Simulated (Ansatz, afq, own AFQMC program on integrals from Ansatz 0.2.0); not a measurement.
# SiGeH (quartet): quantum Monte Carlo beside coupled cluster at angle Si1–Ge2–H3 = 180.0°, cc-pVDZ, part 1 of 2

Aim: compute SiGeH (quartet) with auxiliary-field quantum Monte Carlo on the same integrals as coupled cluster, and set the energies side by side.

Computed with Ansatz 0.2.0, Gaussian basis, and an in-house AFQMC program (afq) on its integrals; all values are calculated. Level: cc-pVDZ, frozen cores.

Plan: PBE (unrestricted); r2SCAN (unrestricted); PBE0 (unrestricted); B3LYP (unrestricted); wB97M-V (unrestricted); B2PLYP (unrestricted); CCSD(T) on UHF; CCSDT(Q) on UHF; Phaseless AFQMC, CISD trial on UHF; Phaseless AFQMC, single-determinant trial on UHF; Free-projection AFQMC, CISD trial on UHF; Phaseless AFQMC, CISD trial on UHF; Free-projection AFQMC, first-order trial on UHF.

3 further runs of the same task are left out: 3 that didn't finish.

## 1. The geometry

The geometry derives from a PBE0/def2-TZVP stationary point (not a proven minimum). One angle is set to the value named; bond lengths are kept. No spin-orbit coupling is included. The filled d shell of Ge may be among the frozen orbitals whatever the setting's name suggests; the logs give the count.

3 atoms, charge 0, spin multiplicity 4.

Atoms are counted from 1 here; the program's logs count them from 0.

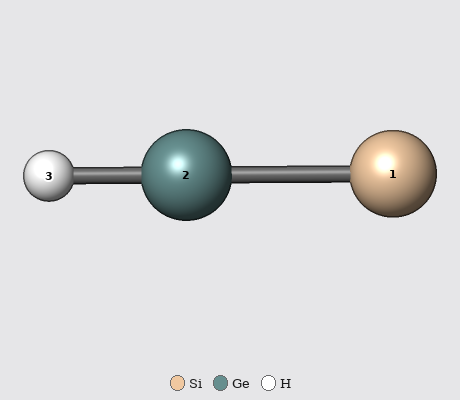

The geometry (silicon light orange, germanium teal, hydrogen white); atoms are numbered from 1 in the order of the file.

## 2. PBE (unrestricted)

File in.yaml:

```yaml
crystal:
  periodic: [false, false, false]
  atoms:
    - {symbol: Si, position_ang: [0.000000, 0.000000, -2.126825]}
    - {symbol: Ge, position_ang: [0.000000, 0.000000, 0.267231]}
    - {symbol: H, position_ang: [0.000000, 0.000000, 1.859594]}
basis:
  gaussian: {orbitals: cc-pVDZ}
magnetization: {spin_polarized: true, initial_magnetization: 3}
hamiltonian: {xc: {name: PBE}}
output: {orbitals: {seedname: orbitals}}
```

Started as:

```
ansatz run in.yaml --threads 1 --pin off --events-out ev --progress --plain --max-ram 1382MiB
```

The program printed:

```text
Functional definition: PBE
  name "PBE"
  cite "Perdew, Burke & Ernzerhof, Phys. Rev. Lett. 77, 3865 (1996) doi:10.1103/PhysRevLett.77.3865"
  parent pbe
  parameter kappa = 0.804
  parameter beta = 0.06672455060314922
  exchange = pbe_x(kappa = kappa, mu = beta*pi^2/3)
  correlation = pbe_c(beta = beta)
556 factors; integrals over basis functions are off by at most 1.1e-3 eV
mean field evaluation 1: about -64392.9968 eV, gradient 8.1e0 eV
mean field evaluation 2: about -64393.4352 eV, gradient 8.9e0 eV
mean field evaluation 4: about -64394.2636 eV, gradient 2.9e0 eV
mean field evaluation 8: about -64394.3634 eV, gradient 8.5e-1 eV
mean field evaluation 16: about -64394.3687 eV, gradient 2.0e-3 eV
mean field evaluation 32: about -64394.3172 eV, gradient 2.0e0 eV
mean field -64394.36870158 eV, -2366.4494017123 hartree, gradient 2.3e-5 eV, S^2 3.760228; 6 other end points of the search recorded, 0 dependent functions left out
reference -64394.36873308 eV, -2366.4494028700 hartree; 25, 22 occupied and 25, 28 virtual orbitals, 556 factors
Total energy: -64394.36873308 eV, -2366.4494028700 hartree
```

Wall time 3.3 s (1 thread of Arm Neoverse V2, shared host).

From the report: ⟨S²⟩ of the determinant 3.760 (pure quartet: 3.75).

## 3. r2SCAN (unrestricted)

Changes to in.yaml since step 2:

```diff
@@ -9,3 +9,2 @@
 magnetization: {spin_polarized: true, initial_magnetization: 3}
-hamiltonian: {xc: {name: PBE}}
-output: {orbitals: {seedname: orbitals}}
+hamiltonian: {xc: {name: r2SCAN}}
```

The command is unchanged.

The program printed:

```text
Functional definition: r2SCAN
  name "r2SCAN"
  cite "Furness, Kaplan, Ning, Perdew & Sun, J. Phys. Chem. Lett. 11, 8208 (2020) doi:10.1021/acs.jpclett.0c02405"
  cite "Furness, Kaplan, Ning, Perdew & Sun, J. Phys. Chem. Lett. 11, 9248 (2020) doi:10.1021/acs.jpclett.0c03077"
  parent r2scan
  parameter k0 = 0.174
  parameter k1 = 0.065
  parameter a1 = 4.9479
  exchange = r2scan_x(k0 = k0, k1 = k1, a1 = a1)
  correlation = r2scan_c
556 factors; integrals over basis functions are off by at most 1.1e-3 eV
mean field evaluation 1: about -64405.5422 eV, gradient 5.1e0 eV
mean field evaluation 2: about -64405.7178 eV, gradient 3.0e0 eV
mean field evaluation 4: about -64405.8359 eV, gradient 4.8e-1 eV
mean field evaluation 8: about -64405.8375 eV, gradient 2.1e-2 eV
mean field evaluation 16: about -64405.8375 eV, gradient 2.7e-5 eV
mean field evaluation 32: about -64404.9963 eV, gradient 6.4e-1 eV
mean field -64405.83751822 eV, -2366.8708729498 hartree, gradient 2.7e-5 eV, S^2 3.775498; 5 other end points of the search recorded, 0 dependent functions left out
reference -64405.83752843 eV, -2366.8708733252 hartree; 25, 22 occupied and 25, 28 virtual orbitals, 556 factors
Total energy: -64405.83752843 eV, -2366.8708733252 hartree
```

Run time: 7.5 s. Hardware: 1 thread of Arm Neoverse V2, shared host.

From the report: ⟨S²⟩ of the determinant 3.775 (pure quartet: 3.75).

## 4. PBE0 (unrestricted)

Changes to in.yaml since step 3:

```diff
@@ -9,2 +9,3 @@
 magnetization: {spin_polarized: true, initial_magnetization: 3}
-hamiltonian: {xc: {name: r2SCAN}}
+hamiltonian: {xc: {name: PBE0}}
+output: {orbitals: {seedname: orbitals}}
```

Launched as before.

The program printed:

```text
Functional definition: PBE0
  name "PBE0"
  cite "Adamo & Barone, J. Chem. Phys. 110, 6158 (1999) doi:10.1063/1.478522"
  cite "Perdew, Burke & Ernzerhof, Phys. Rev. Lett. 77, 3865 (1996) doi:10.1103/PhysRevLett.77.3865"
  parent pbe
  parameter a = 0.25
  parameter kappa = 0.804
  parameter beta = 0.06672455060314922
  exchange = (1 - a)*pbe_x(kappa = kappa, mu = beta*pi^2/3) + a*exact_x
  correlation = pbe_c(beta = beta)
556 factors; integrals over basis functions are off by at most 1.1e-3 eV
mean field evaluation 1: about -64396.2903 eV, gradient 4.0e0 eV
mean field evaluation 2: about -64396.4443 eV, gradient 1.5e0 eV
mean field evaluation 4: about -64396.4719 eV, gradient 4.1e-1 eV
mean field evaluation 8: about -64396.4827 eV, gradient 3.3e-2 eV
mean field evaluation 16: about -64396.4827 eV, gradient 9.1e-5 eV
mean field evaluation 32: about -64396.4029 eV, gradient 2.3e0 eV
mean field -64396.48269350 eV, -2366.5270894824 hartree, gradient 2.2e-5 eV, S^2 3.766068; 3 other end points of the search recorded, 0 dependent functions left out
reference -64396.48271710 eV, -2366.5270903498 hartree; 25, 22 occupied and 25, 28 virtual orbitals, 556 factors
Total energy: -64396.48271710 eV, -2366.5270903498 hartree
```

Wall time 3.3 s (1 thread of Arm Neoverse V2, shared host).

From the report: ⟨S²⟩ of the determinant 3.766 (pure quartet: 3.75).

## 5. B3LYP (unrestricted)

Changes to in.yaml since step 4:

```diff
@@ -9,3 +9,2 @@
 magnetization: {spin_polarized: true, initial_magnetization: 3}
-hamiltonian: {xc: {name: PBE0}}
-output: {orbitals: {seedname: orbitals}}
+hamiltonian: {xc: {name: B3LYP}}
```

Launched as before.

The program printed:

```text
Functional definition: B3LYP
  name "B3LYP"
  cite "Stephens, Devlin, Chabalowski & Frisch, J. Phys. Chem. 98, 11623 (1994) doi:10.1021/j100096a001"
  cite "Becke, Phys. Rev. A 38, 3098 (1988) doi:10.1103/PhysRevA.38.3098"
  cite "Lee, Yang & Parr, Phys. Rev. B 37, 785 (1988) doi:10.1103/PhysRevB.37.785"
  cite "Vosko, Wilk & Nusair, Can. J. Phys. 58, 1200 (1980) doi:10.1139/p80-159"
  parameter a0 = 0.2
  parameter ax = 0.72
  parameter ac = 0.81
  exchange = (1 - a0 - ax)*slater_x + ax*b88_x + a0*exact_x
  correlation = (1 - ac)*vwn_rpa_c + ac*lyp_c
556 factors; integrals over basis functions are off by at most 1.1e-3 eV
mean field evaluation 1: about -64407.3869 eV, gradient 6.7e0 eV
mean field evaluation 2: about -64407.6723 eV, gradient 3.5e0 eV
mean field evaluation 4: about -64407.8126 eV, gradient 3.7e-1 eV
mean field evaluation 8: about -64407.8466 eV, gradient 5.4e-1 eV
mean field evaluation 16: about -64408.6199 eV, gradient 9.6e-3 eV
mean field evaluation 32: about -64408.6199 eV, gradient 5.9e-4 eV
mean field -64408.61988904 eV, -2366.9731231916 hartree, gradient 2.0e-5 eV, S^2 3.759637; 6 other end points of the search recorded, 0 dependent functions left out
reference -64408.62008812 eV, -2366.9731305077 hartree; 25, 22 occupied and 25, 28 virtual orbitals, 556 factors
Total energy: -64408.62008812 eV, -2366.9731305077 hartree
```

Wall time 5.5 s (1 thread of Arm Neoverse V2, shared host).

From the report: ⟨S²⟩ of the determinant 3.760 (pure quartet: 3.75).

## 6. wB97M-V (unrestricted)

Changes to in.yaml since step 5:

```diff
@@ -9,2 +9,3 @@
 magnetization: {spin_polarized: true, initial_magnetization: 3}
-hamiltonian: {xc: {name: B3LYP}}
+hamiltonian: {xc: {name: wB97M-V}}
+output: {orbitals: {seedname: orbitals}}
```

The command is unchanged.

The program printed:

```text
Functional definition: wB97M-V
  name "wB97M-V"
  cite "Mardirossian & Head-Gordon, J. Chem. Phys. 144, 214110 (2016) doi:10.1063/1.4952647"
  cite "Becke, J. Chem. Phys. 107, 8554 (1997) doi:10.1063/1.475007"
  cite "Vydrov & Van Voorhis, J. Chem. Phys. 133, 244103 (2010) doi:10.1063/1.3521275"
  # Of w^i u^j: cxij and so on, Table III.
  parameter omega = 0.3/bohr
  parameter cx = 0.15
  parameter cx01 = 1.007
  parameter cx10 = 0.259
  parameter css00 = 0.443
  parameter css04 = -1.437
  parameter css10 = -4.535
  parameter css20 = -3.390
  parameter css43 = 4.278
  parameter cos00 = 1.000
  parameter cos10 = 1.358
  parameter cos20 = 2.924
  parameter cos21 = -8.812
  parameter cos60 = -1.390
  parameter cos61 = 9.142
  parameter b = 6.0
  parameter c = 0.01
  gx(w, u) = 1 - cx + cx01*u + cx10*w
  gss(w, u) = css00 + css04*u^4 + css10*w + css20*w^2 + css43*w^4*u^3
  gos(w, u) = cos00 + cos10*w + (cos20 + cos21*u)*w^2 + (cos60 + cos61*u)*w^6
  exchange = spin_sum(e_x_unif_sr(omega)*gx(b97_w, b97_u_x)) + cx*exact_x_sr(omega) + exact_x_lr(omega)
  correlation = spin_sum(e_c_pw_mod_same_spin*gss(b97_w, b97_u_same))
      + integral(e_c_pw_mod_opposite_spin*gos(b97_w_opposite, b97_u_opposite)) + vv10(b, c)
556 factors; integrals over basis functions are off by at most 1.1e-3 eV
163 factors; integrals over basis functions are off by at most 9.0e-6 eV
mean field evaluation 1: about -64402.8264 eV, gradient 3.9e0 eV
mean field evaluation 2: about -64402.9896 eV, gradient 1.3e0 eV
mean field evaluation 4: about -64403.0154 eV, gradient 4.9e-1 eV
mean field evaluation 8: about -64403.0205 eV, gradient 3.1e-2 eV
mean field evaluation 16: about -64403.0205 eV, gradient 2.1e-4 eV
mean field -64403.02054207 eV, -2366.7673509857 hartree, gradient 2.6e-5 eV, S^2 3.756065; 1 other end points of the search recorded, 0 dependent functions left out
reference -64403.02057233 eV, -2366.7673520980 hartree; 25, 22 occupied and 25, 28 virtual orbitals, 556 factors
Total energy: -64403.02057233 eV, -2366.7673520980 hartree
```

Run time: 9.5 s. Hardware: 1 thread of Arm Neoverse V2, shared host.

From the report: ⟨S²⟩ of the determinant 3.756 (pure quartet: 3.75).

## 7. B2PLYP (unrestricted)

Changes to in.yaml since step 6:

```diff
@@ -9,3 +9,3 @@
 magnetization: {spin_polarized: true, initial_magnetization: 3}
-hamiltonian: {xc: {name: wB97M-V}}
-output: {orbitals: {seedname: orbitals}}
+hamiltonian: {xc: {name: B2PLYP}}
+correlation: {electrons: outside_noble_gas}
```

The command is unchanged.

The program printed:

```text
Functional definition: B2PLYP
  name "B2PLYP"
  cite "Grimme, J. Chem. Phys. 124, 034108 (2006) doi:10.1063/1.2148954"
  cite "Becke, Phys. Rev. A 38, 3098 (1988) doi:10.1103/PhysRevA.38.3098"
  cite "Lee, Yang & Parr, Phys. Rev. B 37, 785 (1988) doi:10.1103/PhysRevB.37.785"
  parameter a = 0.53
  parameter c = 0.27
  exchange = (1 - a)*b88_x + a*exact_x
  correlation = (1 - c)*lyp_c + c*(mp2_os + mp2_ss)
556 factors; integrals over basis functions are off by at most 1.1e-3 eV
mean field evaluation 1: about -64390.5314 eV, gradient 3.9e0 eV
mean field evaluation 2: about -64390.5317 eV, gradient 3.9e0 eV
mean field evaluation 4: about -64390.7495 eV, gradient 7.0e-1 eV
mean field evaluation 8: about -64390.7582 eV, gradient 4.1e-2 eV
mean field evaluation 16: about -64390.7583 eV, gradient 1.5e-4 eV
mean field -64390.75829649 eV, -2366.3167217725 hartree, gradient 4.4e-6 eV, S^2 3.772594; 2 other end points of the search recorded, 0 dependent functions left out
19 core orbitals not correlated: weight in the atoms' cores, before any rotation towards them, 0.999 or more for the frozen orbitals, at most 0.001 for the correlated occupied ones
reference -64390.75842238 eV, -2366.3167263989 hartree; 6, 3 occupied and 25, 28 virtual orbitals, 556 factors
second order -4.44710348 eV of doubles, -0.00000000 eV of singles
Total energy: -64391.95914032 eV, -2366.3608519693 hartree
```

It took 2.1 s on 1 thread of Arm Neoverse V2, shared host.

From the report: ⟨S²⟩ of the determinant 3.773 (pure quartet: 3.75).

## 8. CCSD(T) on UHF

Changes to in.yaml since step 7:

```diff
@@ -9,3 +9,2 @@
 magnetization: {spin_polarized: true, initial_magnetization: 3}
-hamiltonian: {xc: {name: B2PLYP}}
-correlation: {electrons: outside_noble_gas}
+correlation: {method: ccsd_t, electrons: outside_noble_gas, hamiltonian_folder: ham}
```

The command is unchanged.

The program printed:

```text
Functional definition: HF
  name "HF"
  cite "Fock, Z. Phys. 61, 126 (1930) doi:10.1007/BF01340294"
  parent pbe
  exchange = exact_x
  correlation = 0
556 factors; integrals over basis functions are off by at most 1.1e-3 eV
mean field evaluation 1: about -64346.7806 eV, gradient 6.2e0 eV
mean field evaluation 2: about -64346.7840 eV, gradient 6.2e0 eV
mean field evaluation 4: about -64347.4226 eV, gradient 8.8e-1 eV
mean field evaluation 8: about -64347.4594 eV, gradient 1.0e-1 eV
mean field evaluation 16: about -64347.3084 eV, gradient 2.5e0 eV
mean field evaluation 32: about -64346.6671 eV, gradient 4.2e0 eV
mean field evaluation 64: about -64347.4605 eV, gradient 1.2e-2 eV
mean field evaluation 96: about -64345.2020 eV, gradient 3.5e-2 eV
mean field evaluation 128: about -64344.4448 eV, gradient 1.0e-1 eV
mean field evaluation 160: about -64344.4980 eV, gradient 6.8e-4 eV
mean field evaluation 192: about -64344.2329 eV, gradient 7.8e-4 eV
mean field evaluation 224: about -64347.4605 eV, gradient 1.5e-2 eV
mean field evaluation 256: about -64344.8746 eV, gradient 1.3e-3 eV
mean field evaluation 288: about -64344.3863 eV, gradient 2.6e0 eV
mean field -64347.46052401 eV, -2364.7255579819 hartree, gradient 1.3e-6 eV, S^2 3.826493; 14 other end points of the search recorded, 0 dependent functions left out
determinant -64347.46052401 eV, -2364.7255579819 hartree, with singles and doubles -64351.75509478 eV, -2364.8833805471 hartree
determinant -64346.09966697 eV, -2364.6755474082 hartree, with singles and doubles -64350.76639637 eV, -2364.8470465504 hartree
determinant -64345.20207495 eV, -2364.6425615100 hartree, with singles and doubles -64349.48569904 eV, -2364.7999817919 hartree
determinant -64344.87464563 eV, -2364.6305287045 hartree, with singles and doubles -64349.57905882 eV, -2364.8034127004 hartree
determinant -64344.49799570 eV, -2364.6166870748 hartree, with singles and doubles -64348.75009122 eV, -2364.7729487030 hartree
determinant -64344.44380098 eV, -2364.6146954557 hartree, with singles and doubles -64349.05663256 eV, -2364.7842138895 hartree
determinant -64344.23287311 eV, -2364.6069439992 hartree, with singles and doubles -64348.92769384 eV, -2364.7794754790 hartree
19 core orbitals not correlated: weight in the atoms' cores, before any rotation towards them, 0.999 or more for the frozen orbitals, at most 0.000 for the correlated occupied ones
reference -64347.46052401 eV, -2364.7255579819 hartree; 6, 3 occupied and 25, 28 virtual orbitals, 556 factors
second order -3.30948219 eV of doubles, -0.00000000 eV of singles
cycle   1  -4.29430222 eV  change    2.7e-4 eV  update   1.3e-3
cycle   2  -4.29406885 eV  change    2.3e-4 eV  update   9.4e-4
cycle   3  -4.29403728 eV  change    3.2e-5 eV  update   4.1e-4
cycle   4  -4.29417749 eV  change   -1.4e-4 eV  update   2.0e-4
cycle   5  -4.29441457 eV  change   -2.4e-4 eV  update   5.6e-5
cycle   6  -4.29449115 eV  change   -7.7e-5 eV  update   1.9e-5
cycle   7  -4.29449441 eV  change   -3.3e-6 eV  update   6.4e-6
perturbative correction -0.16831567 eV, -0.0061854869 hartree
Total energy: -64351.92333409 eV, -2364.8895632276 hartree
```

Run time: 4.7 s. Hardware: 1 thread of Arm Neoverse V2, shared host.

From the report: ⟨S²⟩ of the determinant 3.826 (pure quartet: 3.75); correlation -4.4628 eV; T1 0.030; largest double amplitude 0.09.

This run also writes the integrals to the folder ham.

## 9. CCSDT(Q) on UHF

Changes to in.yaml since step 8:

```diff
@@ -9,2 +9,2 @@
 magnetization: {spin_polarized: true, initial_magnetization: 3}
-correlation: {method: ccsd_t, electrons: outside_noble_gas, hamiltonian_folder: ham}
+correlation: {method: ccsdt_q, electrons: outside_noble_gas}
```

Launched as before.

The program printed:

```text
Functional definition: HF
  name "HF"
  cite "Fock, Z. Phys. 61, 126 (1930) doi:10.1007/BF01340294"
  parent pbe
  exchange = exact_x
  correlation = 0
950 factors; integrals over basis functions are off by at most 2.3e-7 eV
mean field evaluation 1: about -64346.7807 eV, gradient 6.2e0 eV
mean field evaluation 2: about -64346.7843 eV, gradient 6.2e0 eV
mean field evaluation 4: about -64347.4228 eV, gradient 8.8e-1 eV
mean field evaluation 8: about -64347.4606 eV, gradient 3.1e-2 eV
mean field evaluation 16: about -64347.4192 eV, gradient 8.8e-1 eV
mean field evaluation 32: about -64347.2917 eV, gradient 1.3e0 eV
mean field evaluation 64: about -64346.0978 eV, gradient 5.1e-2 eV
mean field evaluation 96: about -64344.8161 eV, gradient 1.8e0 eV
mean field evaluation 128: about -64344.5950 eV, gradient 3.4e0 eV
mean field evaluation 160: about -64344.4980 eV, gradient 4.7e-2 eV
mean field evaluation 192: about -64344.2349 eV, gradient 5.4e-2 eV
mean field -64347.46058515 eV, -2364.7255602291 hartree, gradient 1.8e-6 eV, S^2 3.826494; 12 other end points of the search recorded, 0 dependent functions left out
determinant -64347.46058515 eV, -2364.7255602291 hartree, with singles and doubles -64351.75516222 eV, -2364.8833830252 hartree
determinant -64346.09974237 eV, -2364.6755501793 hartree, with singles and doubles -64350.76647286 eV, -2364.8470493614 hartree
determinant -64345.20214162 eV, -2364.6425639601 hartree, with singles and doubles -64349.48575516 eV, -2364.7999838540 hartree
determinant -64344.87469922 eV, -2364.6305306738 hartree, with singles and doubles -64349.57911574 eV, -2364.8034147923 hartree
determinant -64344.49806338 eV, -2364.6166895621 hartree, with singles and doubles -64348.75016849 eV, -2364.7729515426 hartree
determinant -64344.44388644 eV, -2364.6146985962 hartree, with singles and doubles -64349.05672484 eV, -2364.7842172807 hartree
determinant -64344.23294634 eV, -2364.6069466905 hartree, with singles and doubles -64348.92776159 eV, -2364.7794779687 hartree
19 core orbitals not correlated: weight in the atoms' cores, before any rotation towards them, 0.999 or more for the frozen orbitals, at most 0.000 for the correlated occupied ones
reference -64347.46058515 eV, -2364.7255602291 hartree; 6, 3 occupied and 25, 28 virtual orbitals, 950 factors
second order -3.30949714 eV of doubles, -0.00000000 eV of singles
cycle   1  -3.94901022 eV  change   -6.4e-1 eV  update   9.1e-2
cycle   2  -4.39816414 eV  change   -4.5e-1 eV  update   4.7e-2
cycle   3  -4.48832232 eV  change   -9.0e-2 eV  update   2.4e-2
cycle   4  -4.50045835 eV  change   -1.2e-2 eV  update   1.3e-2
cycle   5  -4.50934019 eV  change   -8.9e-3 eV  update   6.0e-3
cycle   6  -4.50944947 eV  change   -1.1e-4 eV  update   3.6e-3
cycle   7  -4.50873141 eV  change    7.2e-4 eV  update   2.0e-3
cycle   8  -4.51080752 eV  change   -2.1e-3 eV  update   1.2e-3
cycle   9  -4.51085901 eV  change   -5.1e-5 eV  update   7.0e-4
cycle  10  -4.51041150 eV  change    4.5e-4 eV  update   3.6e-4
cycle  11  -4.51061948 eV  change   -2.1e-4 eV  update   1.9e-4
cycle  12  -4.51081195 eV  change   -1.9e-4 eV  update   1.1e-4
cycle  13  -4.51095931 eV  change   -1.5e-4 eV  update   5.5e-5
cycle  14  -4.51094281 eV  change    1.7e-5 eV  update   2.9e-5
cycle  15  -4.51090806 eV  change    3.5e-5 eV  update   1.5e-5
cycle  16  -4.51090606 eV  change    2.0e-6 eV  update   8.2e-6
cycle  17  -4.51090777 eV  change   -1.7e-6 eV  update   5.6e-6
cycle  18  -4.51091237 eV  change   -4.6e-6 eV  update   3.4e-6
cycle  19  -4.51091442 eV  change   -2.1e-6 eV  update   1.8e-6
cycle  20  -4.51091309 eV  change    1.3e-6 eV  update   8.7e-7
cycle  21  -4.51091258 eV  change    5.1e-7 eV  update   3.3e-7
perturbative correction -0.01167670 eV, -0.0004291109 hartree
Total energy: -64351.98317444 eV, -2364.8917623198 hartree
```

Run time: 11 s. Hardware: 1 thread of Arm Neoverse V2, shared host.

From the report: ⟨S²⟩ of the determinant 3.826 (pure quartet: 3.75); correlation -4.5226 eV; T1 0.033; largest double amplitude 0.10.

(Continued in part 2 of 2.)
